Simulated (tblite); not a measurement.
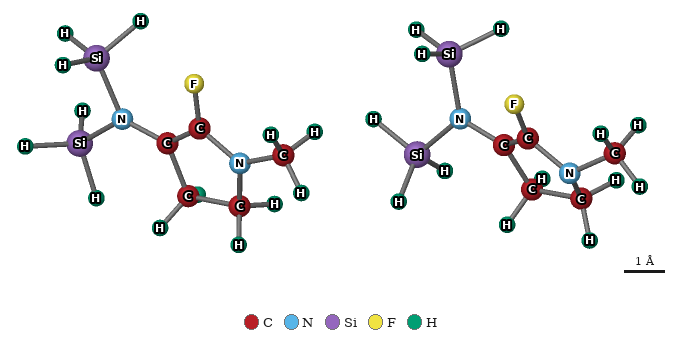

Two geometries of C5H13FN2Si2, drawn at one scale. One is the start of a relaxation, the other its converged end. A ball-and-stick model, seen at a tilt.

Method: tblite 0.8.0, GFN2-xTB geometry optimisation, gas phase. 

### Which geometry has the lower energy?

The right one is the relaxed one. Over 219 geometry steps the energy falls by 51.2 kJ/mol. An H atom moves most after the best rigid fit: 1.63 Å. Largest moves by element: H 1.63 Å, F 0.82 Å, C 0.41 Å, N 0.38 Å, Si 0.36 Å. Some distances before and after: Si–Si 2.732 → 3.099 Å, H–Si 1.487 → 1.460 Å, C–N 1.376 → 1.402 Å, C–H 1.115 → 1.090 Å. Among the angles between lasting bonds that change: Si–N–Si 104.8° → 125.1°, C–N–Si 128.5° → 117.7°, C–N–Si 126.6° → 116.8°. Groups turn about N–Si by about 55°, C–N by about 25°. The run took 1.9 s on 1 thread of Arm Neoverse V2 (shared host).
